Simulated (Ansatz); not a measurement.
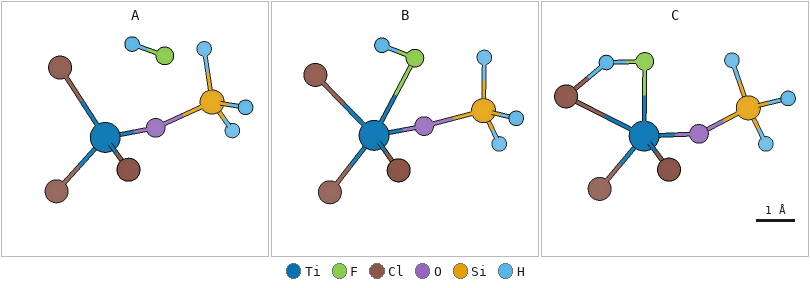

3 geometries from a converged minimum-energy path of TiSiH₄OCl₃F, shuffled. The picture is a ball-and-stick view, seen at a tilt.

Theory: RKS PBE/def2-SVP (Ansatz 0.2.0). Run with 5 movable images; climbing image; force threshold 0.05 eV/Å; iteration limit 60; starting path through a guess of the saddle point.

### Which of them lies highest in energy?

C. In order along the path, whose images run from 0 to 6: C (image 3, +10.8 kcal/mol), B (image 5, +4.9 kcal/mol), A (image 6, +4.2 kcal/mol). Breaking: Cl–H (1.30 → 2.13 Å), F–Ti (1.77 → 2.90 Å). Forming: F–H (1.96 → 0.95 Å), Cl–Ti (4.26 → 2.25 Å).
